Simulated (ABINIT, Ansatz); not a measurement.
# Hf (Hafnium): phonons by linear response, part 3 of 4

Aim: the phonon dispersion of Hf (Hafnium), checked by a second program.

ABINIT 10.8.3; DFT PBEsol, scalar-relativistic, plane waves, PseudoDojo norm-conserving pseudopotentials.

So far. Step 4 (Ground state): The cell stands at -0.54 GPa: the relaxation ran with a smoothed and higher cutoff, and the difference is a stress of the finite basis. Step 5 (Linear response at Γ): The acoustic modes at Γ come out as far as 2.2 cm⁻¹ from zero, where they should vanish, a small numerical error. The relaxed cell has a = 3.163, c = 5.010 Å (conventional setting).

**7. Interpolated phonon bands**

anaddb transforms the dynamical matrices to force constants and back along the path; points of the mesh come back as solved, but for the sum rule and, in polar crystals, the LO-TO term at Γ; the rest is interpolation.

anaddb.abi reads:

```
ddb_filepath "all_DDB"
output_file "anaddb.abo"
outdata_prefix "anaddb"
ifcflag 1
ngqpt 3 3 2
nqshft 1
q1shft 0.0 0.0 0.0
asr 1
chneut 0
dipdip 0
dipquad 0
quadquad 0
enunit 0
eivec 0
nph1l 93
qph1l 
    0.0 0.0 0.0 1.0
    0.05 0.0 0.0 1.0
    0.1 0.0 0.0 1.0
    0.15 0.0 0.0 1.0
    0.2 0.0 0.0 1.0
    0.25 0.0 0.0 1.0
    0.3 0.0 0.0 1.0
    0.35 0.0 0.0 1.0
    0.4 0.0 0.0 1.0
    0.45 0.0 0.0 1.0
    0.5 0.0 0.0 1.0
    0.48333333 0.03333333 0.0 1.0
    0.46666667 0.06666667 0.0 1.0
    0.45 0.1 0.0 1.0
    0.43333333 0.13333333 0.0 1.0
    0.41666667 0.16666667 0.0 1.0
    0.4 0.2 0.0 1.0
    0.38333333 0.23333333 0.0 1.0
    0.36666667 0.26666667 0.0 1.0
    0.35 0.3 0.0 1.0
    0.33333333 0.33333333 0.0 1.0
    0.3 0.3 0.0 1.0
    0.26666667 0.26666667 0.0 1.0
    0.23333333 0.23333333 0.0 1.0
    0.2 0.2 0.0 1.0
    0.16666667 0.16666667 0.0 1.0
    0.13333333 0.13333333 0.0 1.0
    0.1 0.1 0.0 1.0
    0.06666667 0.06666667 0.0 1.0
    0.03333333 0.03333333 0.0 1.0
    0.0 0.0 0.0 1.0
    0.0 0.0 0.05 1.0
    0.0 0.0 0.1 1.0
    0.0 0.0 0.15 1.0
    0.0 0.0 0.2 1.0
    0.0 0.0 0.25 1.0
    0.0 0.0 0.3 1.0
    0.0 0.0 0.35 1.0
    0.0 0.0 0.4 1.0
    0.0 0.0 0.45 1.0
    0.0 0.0 0.5 1.0
    0.05 0.0 0.5 1.0
    0.1 0.0 0.5 1.0
    0.15 0.0 0.5 1.0
    0.2 0.0 0.5 1.0
    0.25 0.0 0.5 1.0
    0.3 0.0 0.5 1.0
    0.35 0.0 0.5 1.0
    0.4 0.0 0.5 1.0
    0.45 0.0 0.5 1.0
    0.5 0.0 0.5 1.0
    0.48333333 0.03333333 0.5 1.0
    0.46666667 0.06666667 0.5 1.0
    0.45 0.1 0.5 1.0
    0.43333333 0.13333333 0.5 1.0
    0.41666667 0.16666667 0.5 1.0
    0.4 0.2 0.5 1.0
    0.38333333 0.23333333 0.5 1.0
    0.36666667 0.26666667 0.5 1.0
    0.35 0.3 0.5 1.0
    0.33333333 0.33333333 0.5 1.0
    0.3 0.3 0.5 1.0
    0.26666667 0.26666667 0.5 1.0
    0.23333333 0.23333333 0.5 1.0
    0.2 0.2 0.5 1.0
    0.16666667 0.16666667 0.5 1.0
    0.13333333 0.13333333 0.5 1.0
    0.1 0.1 0.5 1.0
    0.06666667 0.06666667 0.5 1.0
    0.03333333 0.03333333 0.5 1.0
    0.0 0.0 0.5 1.0
    0.5 0.0 0.5 1.0
    0.5 0.0 0.45 1.0
    0.5 0.0 0.4 1.0
    0.5 0.0 0.35 1.0
    0.5 0.0 0.3 1.0
    0.5 0.0 0.25 1.0
    0.5 0.0 0.2 1.0
    0.5 0.0 0.15 1.0
    0.5 0.0 0.1 1.0
    0.5 0.0 0.05 1.0
    0.5 0.0 0.0 1.0
    0.33333333 0.33333333 0.5 1.0
    0.33333333 0.33333333 0.45 1.0
    0.33333333 0.33333333 0.4 1.0
    0.33333333 0.33333333 0.35 1.0
    0.33333333 0.33333333 0.3 1.0
    0.33333333 0.33333333 0.25 1.0
    0.33333333 0.33333333 0.2 1.0
    0.33333333 0.33333333 0.15 1.0
    0.33333333 0.33333333 0.1 1.0
    0.33333333 0.33333333 0.05 1.0
    0.33333333 0.33333333 0.0 1.0
```

mrgddb.in reads:

```
all_DDB
merged
6
dfpt_gammao_DDB
dfpt_qo_DS1_DDB
dfpt_qo_DS2_DDB
dfpt_qo_DS3_DDB
dfpt_qo_DS4_DDB
dfpt_qo_DS5_DDB
```

The run is started by

```console
> mrgddb < mrgddb.in > mrgddb.log
> OMP_NUM_THREADS=1 anaddb anaddb.abi > anaddb.log
```

anaddb.abo, the main output file:

```text
[banners, grids, parts of the stress and lines that vanish by symmetry left out]
-outvars_anaddb: echo values of input variables ----------------------

 Flags :
[...]
Phonon wavevector (reduced coordinates) :  0.00000  0.00000  0.00000
 Phonon energies in Hartree :
[...]
Phonon frequencies in cm-1    :
-  0.000000E+00  0.000000E+00  0.000000E+00  7.457764E+01  7.457764E+01
-  1.085108E+02
[...]
Phonon wavevector (reduced coordinates) :  0.05000  0.00000  0.00000
 Phonon energies in Hartree :
[...]
Phonon frequencies in cm-1    :
-  9.878102E+00  1.165543E+01  1.938672E+01  7.605030E+01  7.738331E+01
-  1.090871E+02
[...]
Phonon wavevector (reduced coordinates) :  0.10000  0.00000  0.00000
 Phonon energies in Hartree :
[...]
Phonon frequencies in cm-1    :
-  1.972783E+01  2.266834E+01  3.846473E+01  8.023192E+01  8.488855E+01
-  1.106684E+02
[...]
Phonon wavevector (reduced coordinates) :  0.15000  0.00000  0.00000
 Phonon energies in Hartree :
[...]
Phonon frequencies in cm-1    :
-  2.950369E+01  3.247438E+01  5.687715E+01  8.650913E+01  9.511733E+01
-  1.128632E+02
[...]
Phonon wavevector (reduced coordinates) :  0.20000  0.00000  0.00000
 Phonon energies in Hartree :
[...]
Phonon frequencies in cm-1    :
-  3.912591E+01  4.067961E+01  7.422100E+01  9.407699E+01  1.061713E+02
-  1.151585E+02
[...]
Phonon wavevector (reduced coordinates) :  0.25000  0.00000  0.00000
 Phonon energies in Hartree :
[...]
Phonon frequencies in cm-1    :
-  4.712321E+01  4.846090E+01  9.008451E+01  1.020861E+02  1.166592E+02
-  1.170588E+02
  Phonon wavevector (reduced coordinates) :  0.30000  0.00000  0.00000
 Phonon energies in Hartree :
[...]
Phonon frequencies in cm-1    :
-  5.186406E+01  5.729456E+01  1.040821E+02  1.097428E+02  1.182009E+02
-  1.256554E+02
  Phonon wavevector (reduced coordinates) :  0.35000  0.00000  0.00000
 Phonon energies in Hartree :
[...]
Phonon frequencies in cm-1    :
-  5.511095E+01  6.529254E+01  1.158695E+02  1.163762E+02  1.184402E+02
-  1.325738E+02
  Phonon wavevector (reduced coordinates) :  0.40000  0.00000  0.00000
 Phonon energies in Hartree :
[...]
Phonon frequencies in cm-1    :
-  5.714159E+01  7.194319E+01  1.179235E+02  1.214702E+02  1.251282E+02
-  1.370888E+02
  Phonon wavevector (reduced coordinates) :  0.45000  0.00000  0.00000
 Phonon energies in Hartree :
[...]
Phonon frequencies in cm-1    :
-  5.822725E+01  7.651198E+01  1.171330E+02  1.246662E+02  1.314642E+02
-  1.391744E+02
  Phonon wavevector (reduced coordinates) :  0.50000  0.00000  0.00000
 Phonon energies in Hartree :
[...]
Phonon frequencies in cm-1    :
-  5.856507E+01  7.817074E+01  1.167498E+02  1.257545E+02  1.339448E+02
-  1.395266E+02
  Phonon wavevector (reduced coordinates) :  0.48333  0.03333  0.00000
 Phonon energies in Hartree :
[...]
Phonon frequencies in cm-1    :
-  5.961862E+01  7.845850E+01  1.165812E+02  1.246627E+02  1.352032E+02
-  1.391972E+02
  Phonon wavevector (reduced coordinates) :  0.46667  0.06667  0.00000
 Phonon energies in Hartree :
[...]
Phonon frequencies in cm-1    :
-  6.263701E+01  7.931209E+01  1.160759E+02  1.224548E+02  1.378963E+02
-  1.382171E+02
  Phonon wavevector (reduced coordinates) :  0.45000  0.10000  0.00000
 Phonon energies in Hartree :
[...]
Phonon frequencies in cm-1    :
-  6.725680E+01  8.070313E+01  1.152346E+02  1.201191E+02  1.366103E+02
-  1.409916E+02
[...]
Phonon wavevector (reduced coordinates) :  0.10000  0.00000  0.50000
 Phonon energies in Hartree :
[...]
Phonon frequencies in cm-1    :
-  5.932059E+01  5.932059E+01  6.198418E+01  6.198418E+01  1.113848E+02
-  1.113848E+02
  Phonon wavevector (reduced coordinates) :  0.15000  0.00000  0.50000
 Phonon energies in Hartree :
[...]
Phonon frequencies in cm-1    :
-  6.582091E+01  6.582091E+01  7.020944E+01  7.020944E+01  1.159221E+02
-  1.159221E+02
  Phonon wavevector (reduced coordinates) :  0.20000  0.00000  0.50000
 Phonon energies in Hartree :
[...]
Phonon frequencies in cm-1    :
-  7.298648E+01  7.298648E+01  7.815776E+01  7.815776E+01  1.218303E+02
-  1.218303E+02
  Phonon wavevector (reduced coordinates) :  0.25000  0.00000  0.50000
 Phonon energies in Hartree :
[...]
Phonon frequencies in cm-1    :
-  7.993744E+01  7.993744E+01  8.470393E+01  8.470393E+01  1.285658E+02
-  1.285658E+02
  Phonon wavevector (reduced coordinates) :  0.30000  0.00000  0.50000
 Phonon energies in Hartree :
[...]
Phonon frequencies in cm-1    :
-  8.608908E+01  8.608908E+01  8.951978E+01  8.951978E+01  1.353711E+02
-  1.353711E+02
  Phonon wavevector (reduced coordinates) :  0.35000  0.00000  0.50000
 Phonon energies in Hartree :
[...]
Phonon frequencies in cm-1    :
-  9.108772E+01  9.108772E+01  9.275946E+01  9.275946E+01  1.414614E+02
-  1.414614E+02
[...]
Phonon wavevector (reduced coordinates) :  0.33333  0.33333  0.05000
 Phonon energies in Hartree :
[...]
Phonon frequencies in cm-1    :
-  9.762051E+01  9.762051E+01  1.128146E+02  1.128146E+02  1.140760E+02
-  1.546184E+02
  Phonon wavevector (reduced coordinates) :  0.33333  0.33333  0.00000
 Phonon energies in Hartree :
[...]
Phonon frequencies in cm-1    :
-  1.001923E+02  1.001923E+02  1.103441E+02  1.103441E+02  1.137686E+02
-  1.548308E+02
-
```

Elapsed: 0.53 s, on 1 thread of Arm Neoverse V2, shared host.

Numbers from this step:

```yaml
lowest_frequency_on_the_path: 0 cm⁻¹
```

Anaddb. Phonon branches along the path, in cm⁻¹:

```csv
point,branch 1,branch 2,branch 3,branch 4,branch 5,branch 6
Γ,0,0,0,75,75,108
M,59,78,117,126,134,140
K,100,100,110,110,114,155
Γ,0,0,0,75,75,108
A,53,53,53,53,108,108
L,96,96,98,98,150,150
H,56,56,136,136,144,144
A,53,53,53,53,108,108
jump to L,96,96,98,98,150,150
M,59,78,117,126,134,140
jump to H,56,56,136,136,144,144
K,100,100,110,110,114,155
```

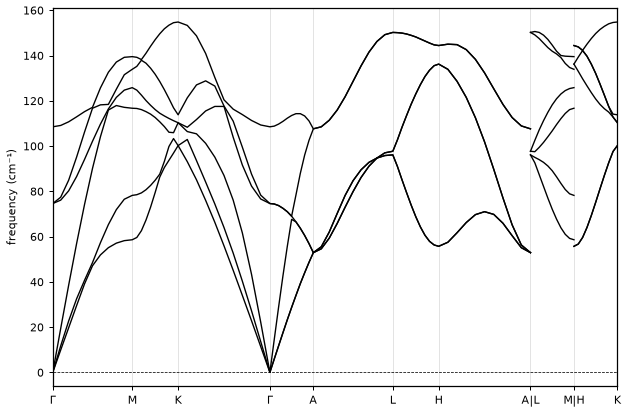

Phonon branches along the path.

All branches are real along the path.

**8. Density of states**

Sums over the zone need many more wavevectors than were solved, so the interpolation is sampled on a dense mesh.

anaddb.abi reads:

```
ddb_filepath "all_DDB"
output_file "anaddb.abo"
outdata_prefix "anaddb"
ifcflag 1
ngqpt 3 3 2
nqshft 1
q1shft 0.0 0.0 0.0
asr 1
chneut 0
dipdip 0
dipquad 0
quadquad 0
prtdos 2
ng2qpt 16 16 9
dosdeltae 4.5563e-06
ntemper 11
temperinc 100.0
tempermin 0.0
```

The run is started by

```console
> OMP_NUM_THREADS=1 anaddb anaddb.abi > anaddb.log
```

anaddb.abo, the main output file:

```text
-outvars_anaddb: echo values of input variables ----------------------

 Flags :
     ifcflag         1
 Miscellaneous information :
         asr         1
      chneut         0
 Interatomic Force Constants Inputs :
      dipdip         0
     dipquad         0
    quadquad         0
      ifcana         0
      ifcout         0
 Description of grid 1 :
        brav         1
       ngqpt         3         3         2
      nqshft         1
      q1shft
                     0.00000000E+00  0.00000000E+00  0.00000000E+00
 Phonon DOS information :
   dosdeltae  4.55630000E-06
    dossmear  4.55633525E-06
 Description of grid 2 (Fourier interp. or BZ sampling):
      ng2qpt        16        16         9
      ngrids         4
      q2shft         0.00000000E+00  0.00000000E+00  0.00000000E+00

================================================================================

 read the DDB information and perform some checks

  ==== Info on the Cryst% object ====
 Real(R)+Recip(G) space primitive vectors, cartesian coordinates (Bohr,Bohr^-1):
 R(1)=  5.9763625  0.0000000  0.0000000  G(1)=  0.1673259  0.0966056  0.0000000
 R(2)= -2.9881812  5.1756817  0.0000000  G(2)=  0.0000000  0.1932113  0.0000000
 R(3)=  0.0000000  0.0000000  9.4677764  G(3)=  0.0000000  0.0000000  0.1056214
 Unit cell volume ucvol=  2.9285489E+02 bohr^3
 Angles (23,13,12)=  9.00000000E+01  9.00000000E+01  1.20000000E+02 degrees
 Time-reversal symmetry is present
 Reduced atomic positions [iatom, xred, symbol]:
    1)    0.3333333  0.6666667  0.2500000  Hf
    2)    0.6666667  0.3333333  0.7500000  Hf

 DDB file with 6 blocks has been read.

================================================================================

 Calculation of the interatomic forces

       Homogeneous q point set in the B.Z.
 Grid q points  :       18
  1)   0.00000000E+00  0.00000000E+00  0.00000000E+00
  2)   3.33333333E-01  0.00000000E+00  0.00000000E+00
  3)  -3.33333333E-01  0.00000000E+00  0.00000000E+00
  4)   0.00000000E+00  3.33333333E-01  0.00000000E+00
  5)   3.33333333E-01  3.33333333E-01  0.00000000E+00
  6)  -3.33333333E-01  3.33333333E-01  0.00000000E+00
  7)   0.00000000E+00 -3.33333333E-01  0.00000000E+00
  8)   3.33333333E-01 -3.33333333E-01  0.00000000E+00
  9)  -3.33333333E-01 -3.33333333E-01  0.00000000E+00
 10)   0.00000000E+00  0.00000000E+00  5.00000000E-01
 11)   3.33333333E-01  0.00000000E+00  5.00000000E-01
 12)  -3.33333333E-01  0.00000000E+00  5.00000000E-01
 13)   0.00000000E+00  3.33333333E-01  5.00000000E-01
 14)   3.33333333E-01  3.33333333E-01  5.00000000E-01
 15)  -3.33333333E-01  3.33333333E-01  5.00000000E-01
 16)   0.00000000E+00 -3.33333333E-01  5.00000000E-01
 17)   3.33333333E-01 -3.33333333E-01  5.00000000E-01
 18)  -3.33333333E-01 -3.33333333E-01  5.00000000E-01

 The interatomic forces have been obtained

================================================================================

 Calculation of phonon density of states

 Average speed of sound partial sums:     0.1030343352E-02 (at units)
-                                   =           2.2541 [km/s]

 Debye frequency from partial sums:     0.6047577872E-03 (Ha)
-                                 =     0.3979115088E+01 (THz)
-Debye temperature from partial sums:     0.1909674052E+03 (K)

 Average speed of sound:     0.9857827760E-03 (at units)
-                      =           2.1566 [km/s]

 Debye frequency from DOS:     0.5786030539E-03 (Ha)
-                        =     0.3807025210E+01 (THz)
-Debye temperature from DOS:     0.1827083937E+03 (K)

-
```

Run time: 0.57 s. Hardware: 1 thread.

This step gave:

```yaml
share_of_modes_beyond_3i_cm_minus1_on_the_dense_interpolated_mesh: 0
zero_point_energy_per_atom: 18.83 meV
heat_capacity_at_300_k: 24.42 J/(mol atoms K)
vibrational_entropy_at_300_k: 44.50 J/(mol atoms K)
```

The phonon density of states has structure finer than the step of the table below, so its rows give means over 10 cm⁻¹, whole bins alone (the curve runs from -30 to 185 cm⁻¹). Peaks (cm⁻¹: height): 69.0: 0.0908, 115.0: 0.0847, 145.0: 0.0802.

Tetrahedra. The phonon density of states by wavenumber; means over each step:

```csv
wavenumber (cm⁻¹),phonon density of states (1/cm⁻¹/cell)
-10,0
0,1.3e-5
10,3.5e-4
20,0.00168
30,0.00432
40,0.00863
50,0.0161
60,0.0395
70,0.0757
80,0.0598
90,0.0463
100,0.0502
110,0.0682
120,0.0728
130,0.0609
140,0.0673
150,0.0285
160,0
```

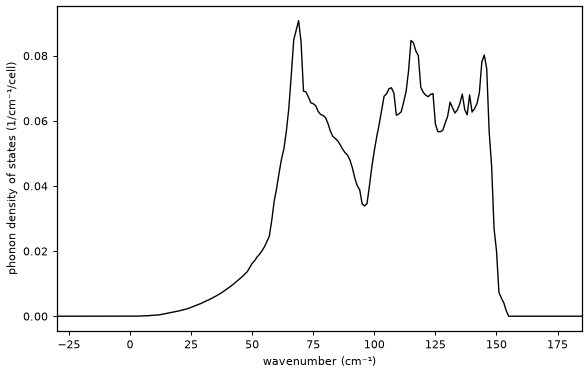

Phonon density of states against wavenumber.

Harmonic thermodynamic functions per atom, summed over the density of states scaled to three modes an atom; melting is ignored. Thermodynamic functions:

```csv
T (K),F_vib (meV/atom),S (J/mol-atom/K),C_V (J/mol-atom/K)
0,18.83,0,0
50,17.72,7.03,13.09
100,10.83,19.07,20.77
200,-17.79,34.71,23.79
300,-59.16,44.5,24.42
400,-109.1,51.56,24.65
500,-165.5,57.07,24.75
600,-227.1,61.59,24.81
700,-292.9,65.42,24.85
800,-362.5,68.74,24.87
900,-435.3,71.67,24.88
1000,-510.9,74.29,24.9
```

At 300 K the heat capacity has reached 98 % of the Dulong-Petit value.

[end of part 3 of 4]

[Host names and launcher messages were left out of these logs when they were recorded.]

[Logs are printed without paths, hosts, clocks, repeated set-up lines and the standing remarks that a program may print on its own settings, such as how far it seeks lower states.]

[Hosts, paths, dates, database ids (printed as entryN), source tags and the programs' standing remarks are cut or masked in the printed files.]
